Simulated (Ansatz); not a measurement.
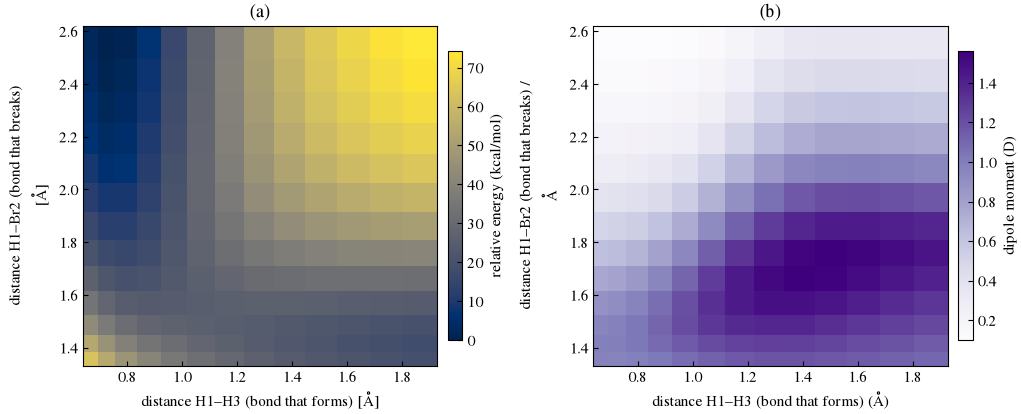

The reacting system BrH₂ (fragments BrH + H where the first distance is long, H₂ + Br where the second is long), spin multiplicity 2. 
- The first coordinate is: distance H1–H3 (bond that forms); the second: distance H1–Br2 (bond that breaks).
- Relaxed at each point: all other coordinates.
- Grid: 13 × 13 points.
- Points are written as (first, second).
- Energies are in kcal/mol, from the lowest grid point.
- In part of the range the unrestricted reference is strongly spin-contaminated.
- Level of theory: UHF/def2-TZVP (Ansatz).

Panel (a) is the energy and panel (b) the computed dipole moment on the same grid.

Drawn: one coloured cell a grid point.

**How does the dipole moment vary over the map, and what is it at the lowest grid point?**

Leaving out the highest fifth of the energies, it runs from 0.10 D at (0.666 Å, 2.559 Å) to 1.56 D at (1.389 Å, 1.663 Å). At the lowest grid point, (0.720 Å, 2.559 Å), it is 0.10 D. That point lies on the edge of the scan.
